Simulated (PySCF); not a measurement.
# C₇H₆O₂: excited states, first hyperpolarisability

Wanted: excited states, first hyperpolarisability for C₇H₆O₂ (`C#CCC(=O)OC1=CC1`).

Programs: PySCF 2.14.0, with routines of our own; each step states its level. All values are computed. Atoms count from 0.

### Step 1. The system as given

15 atoms, charge 0, multiplicity 1; geometry from: GFN2-xTB.

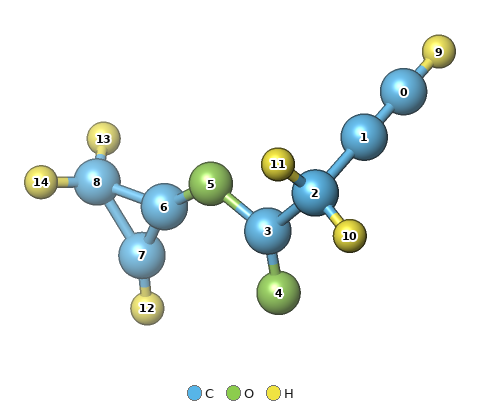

The starting geometry (carbon blue, oxygen green, hydrogen yellow).

### Step 2. Excited states: TDA PBE0/def2-SVPD

Job settings and geometry (Å):

```
{"job": {"kind": "states", "xc": "PBE0", "basis": "def2-SVPD", "tda": true, "soc": true, "nstates": 6, "ntriplets": 5, "nquad": 4}, "charge": 0, "multiplicity": 1}
C      3.222468     1.053360    -0.016024
C      2.610395     0.059468     0.245422
C      1.831213    -1.128060     0.541366
C      0.452156    -0.953169    -0.063168
O      0.055642    -1.456538    -1.073100
O     -0.283126    -0.112183     0.708319
C     -1.520371     0.207142     0.301612
C     -2.513480     0.135463    -0.531614
C     -2.710323     1.011965     0.691385
H      3.781317     1.913362    -0.235306
H      2.306254    -2.005088     0.097708
H      1.746303    -1.247591     1.623764
H     -2.952067    -0.232068    -1.423785
H     -2.683339     2.091456     0.589675
H     -3.347455     0.670469     1.500211
```

With the program's defaults for keys left out, this is: TDA PBE0/def2-SVPD excited states, vertical, gas phase, spin-orbit mean-field couplings.

Command:

```bash
$ OMP_NUM_THREADS=2 python excited_run.py task.json out
```

One launch serves the whole session: the jobs run in the order shown.

Standard output:

```text
coarse grid: 13496 points
cycle   1  E = -419.6204878941  dE =  1.757e+00  |g| = 8.915e-01  |ddm| = 8.638e+00
cycle   2  E = -419.1798528794  dE =  4.406e-01  |g| = 1.756e+00  |ddm| = 4.000e+00
cycle   3  E = -419.7693277912  dE = -5.895e-01  |g| = 2.879e-01  |ddm| = 2.522e+00
cycle   4  E = -419.7851375678  dE = -1.581e-02  |g| = 9.677e-02  |ddm| = 5.342e-01
cycle   5  E = -419.7866993597  dE = -1.562e-03  |g| = 3.389e-02  |ddm| = 1.388e-01
cycle   6  E = -419.7869329780  dE = -2.336e-04  |g| = 1.156e-02  |ddm| = 6.517e-02
cycle   7  E = -419.7869653934  dE = -3.242e-05  |g| = 3.339e-03  |ddm| = 2.109e-02
cycle   8  E = -419.7869675741  dE = -2.181e-06  |g| = 1.211e-03  |ddm| = 5.663e-03
final grid: 133104 points
cycle   9  E = -419.8626599235  dE = -1.921e-05  |g| = 1.306e-02  |ddm| = 1.382e-01
cycle  10  E = -419.8625994949  dE =  6.043e-05  |g| = 2.192e-02  |ddm| = 4.370e-02
cycle  11  E = -419.8626928934  dE = -9.340e-05  |g| = 2.806e-03  |ddm| = 2.609e-02
cycle  12  E = -419.8626945630  dE = -1.670e-06  |g| = 5.644e-04  |ddm| = 4.002e-03
cycle  13  E = -419.8626946316  dE = -6.862e-08  |g| = 1.715e-04  |ddm| = 9.900e-04
cycle  14  E = -419.8626946376  dE = -5.963e-09  |g| = 7.388e-05  |ddm| = 3.657e-04
cycle  15  E = -419.8626946388  dE = -1.284e-09  |g| = 1.415e-05  |ddm| = 1.449e-04
cycle  16  E = -419.8626946389  dE = -3.797e-11  |g| = 6.969e-06  |ddm| = 3.325e-05
converged SCF energy = -419.8626946389

Singlet excitations
state   eV       nm        f     d(h-e)  d(exc)  Lambda  PR(NTO)  |dmu|/D   mu/D   main configurations
  1   5.3553   231.5   0.15842   2.272   3.580   0.527   1.038    7.418    7.182   H->L 0.89
  2   5.4327   228.2   0.01280   0.249   2.743   0.518   1.027    0.478    1.311   H-1->L 0.69, H-3->L 0.12
  3   6.0807   203.9   0.00151   2.008   3.363   0.323   1.032    7.244    8.112   H-2->L 0.88
  4   6.5294   189.9   0.01775   1.586   3.337   0.509   1.399    5.594    6.461   H-3->L 0.59, H-1->L 0.15
  5   6.5430   189.5   0.00119   1.539   4.022   0.389   1.121                     H->L+1 0.73, H->L+2 0.11
  6   6.8931   179.9   0.00543   0.624   3.051   0.473   1.703                     H-1->L+3 0.30, H->L+2 0.11, H-1->L+2 0.10

Triplet excitations (Tamm-Dancoff)
state   eV     d(h-e)  d(exc)  Lambda  PR(NTO)   main configurations
  1   3.9451   0.834   2.589   0.525   1.018   H->L 0.70, H->L+2 0.14
  2   4.8495   0.364   2.522   0.515   1.135   H-1->L 0.74, H-4->L 0.09
  3   5.4055   0.115   2.210   0.566   2.419   H-2->L+3 0.28, H-3->L 0.20, H-1->L+4 0.10
  4   5.5314   1.516   3.100   0.533   1.286   H->L+2 0.30, H->L 0.22, H->L+4 0.17
  5   5.7189   0.818   2.805   0.398   1.510   H-2->L 0.52
S1 - T1 = 1.4102 eV

Spin-orbit couplings |<S|Hso|T>| (cm-1)
             T1       T2       T3       T4       T5
S0        0.208   45.857   21.223    4.932    4.953
S1        1.198    5.843    3.646    3.123    3.123
S2        4.863    1.914    1.401   12.076    5.823
S3        0.841    7.052    2.702    0.837    1.590
S4        1.784    6.160    1.477    5.423   14.756
S5        2.410    1.582    0.499    3.484    4.067
S6        2.917    3.813    0.546    3.641    2.015
T1 sublevels (cm-1): 0.000 0.000 0.001   radiative rates (1/s): 0.181 0.0194 0.487
```

Wall time 25 s (2 threads of Intel Xeon 6975P-C, shared host); peak memory 0.95 GiB.

From this job:

```csv
quantity,value
S1 less T1,1.41 eV
```

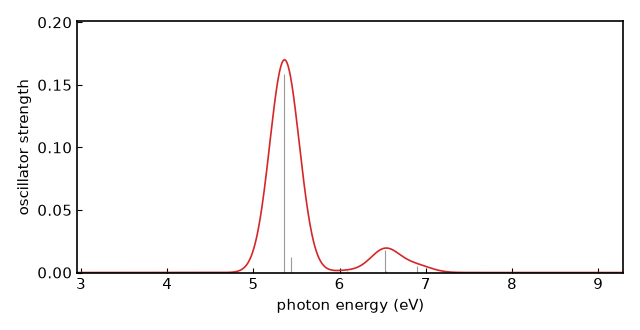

Absorption lines of the singlets. Lines are broadened to a width of 0.40 eV (Gaussian).

Orbitals, density, ELF and potential are computed afterwards from the orbital file.

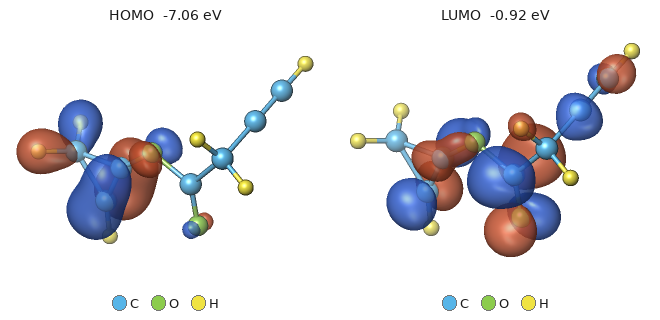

Frontier orbitals at PBE0/def2-SVPD; each surface holds 70 % of the orbital's density, blue and red mark the sign.

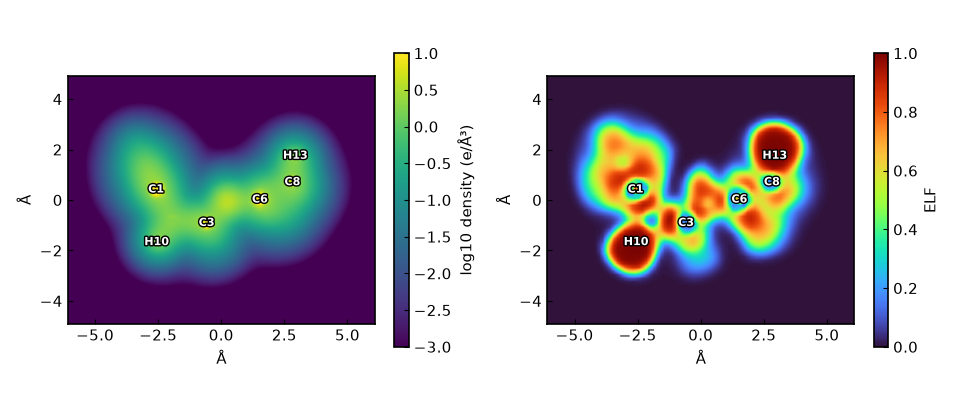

Density (left) and ELF (right) in a plane through or near 6 of the atoms.

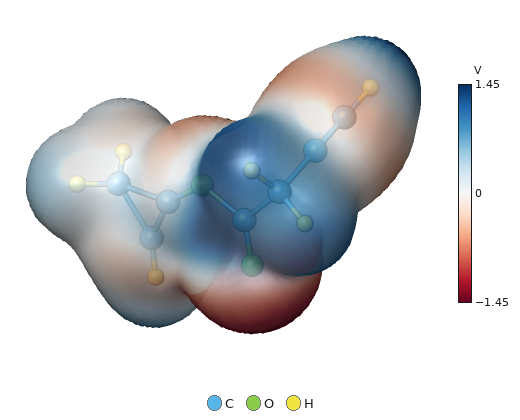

The potential that a unit positive charge feels on the 0.002 e/bohr³ surface, from the 1st to the 99th percentile, from -1.35 V near O4 to 1.45 V near H9.

### Step 3. First hyperpolarisability: quadratic response CAM-B3LYP/def2-SVPD

The job, as its differences from that of step 2:

```diff
@@ -1,2 +1,2 @@
-{"job": {"kind": "states", "xc": "PBE0", "basis": "def2-SVPD", "tda": true, "soc": true, "nstates": 6, "ntriplets": 5, "nquad": 4}, "charge": 0, "multiplicity": 1}
+{"job": {"kind": "beta", "xc": "CAM-B3LYP", "basis": "def2-SVPD", "wavelengths": [1907, 1064]}, "charge": 0, "multiplicity": 1}
 C      3.222468     1.053360    -0.016024
```

Method: quadratic response CAM-B3LYP/def2-SVPD first hyperpolarisability, Taylor convention, gas phase.

Standard output:

```text
coarse grid: 13496 points
cycle   1  E = -419.8595723947  dE =  1.975e+00  |g| = 9.385e-01  |ddm| = 9.739e+00
cycle   2  E = -419.6125958260  dE =  2.470e-01  |g| = 1.528e+00  |ddm| = 3.488e+00
cycle   3  E = -420.0386299093  dE = -4.260e-01  |g| = 1.931e-01  |ddm| = 1.919e+00
cycle   4  E = -420.0446971556  dE = -6.067e-03  |g| = 8.545e-02  |ddm| = 3.601e-01
cycle   5  E = -420.0459855698  dE = -1.288e-03  |g| = 1.818e-02  |ddm| = 1.522e-01
cycle   6  E = -420.0460526049  dE = -6.704e-05  |g| = 6.559e-03  |ddm| = 4.596e-02
cycle   7  E = -420.0460629247  dE = -1.032e-05  |g| = 2.184e-03  |ddm| = 1.639e-02
cycle   8  E = -420.0460641643  dE = -1.240e-06  |g| = 6.466e-04  |ddm| = 4.948e-03
final grid: 133104 points
cycle   9  E = -420.1417209522  dE = -3.869e-05  |g| = 3.501e-03  |ddm| = 9.931e-02
cycle  10  E = -420.1417203928  dE =  5.594e-07  |g| = 4.154e-03  |ddm| = 1.377e-02
cycle  11  E = -420.1417237656  dE = -3.373e-06  |g| = 7.824e-04  |ddm| = 5.402e-03
cycle  12  E = -420.1417238764  dE = -1.108e-07  |g| = 2.586e-04  |ddm| = 1.326e-03
cycle  13  E = -420.1417238880  dE = -1.155e-08  |g| = 1.139e-04  |ddm| = 4.731e-04
cycle  14  E = -420.1417238906  dE = -2.686e-09  |g| = 1.942e-05  |ddm| = 1.708e-04
cycle  15  E = -420.1417238907  dE = -8.583e-11  |g| = 7.152e-06  |ddm| = 4.304e-05
converged SCF energy = -420.1417238907

Lowest singlets (eV, f): 5.5494 0.0116  5.7329 0.1520  6.4020 0.0007

First hyperpolarisability (au)
process     nm      |vector|   parallel      HRS      DR
static         -      136.96     -20.76       65.2   3.474
shg       1907.0      150.87     -22.36      71.36   3.531
eope      1907.0      141.40     -21.26          -       -
shg       1064.0      189.33     -26.87      88.31   3.661
eope      1064.0      151.93     -22.48          -       -
```

Run time: 28 s. Hardware: 2 threads of Intel Xeon 6975P-C, shared host; peak memory 1.1 GiB.

### Step 4. Outcome

| quantity | value |
| --- | --- |
| S1 less T1 (step 2, TDA PBE0/def2-SVPD) | 1.41 eV |
| surface potential, 1st and 99th percentile | -1.35 V and 1.45 V |
| β vector (step 3, quadratic response CAM-B3LYP/def2-SVPD) | static 137, SHG 1907.0 nm 151, SHG 1064.0 nm 189 au |

What this shows: In step 2, the number of triplets below S1 is 2, and the largest singlet-triplet spin-orbit coupling is S0–T2, 45.86 cm⁻¹. By nearest atom (PBE0/def2-SVPD), the HOMO sits on C7 35 %; C6 25 % and the LUMO on C3 35 %; O4 22 %. β grows from 137 au (static) to 189 au for doubling at 1064.0 nm: normal dispersion, which grows as twice the photon energy moves toward the bright states.
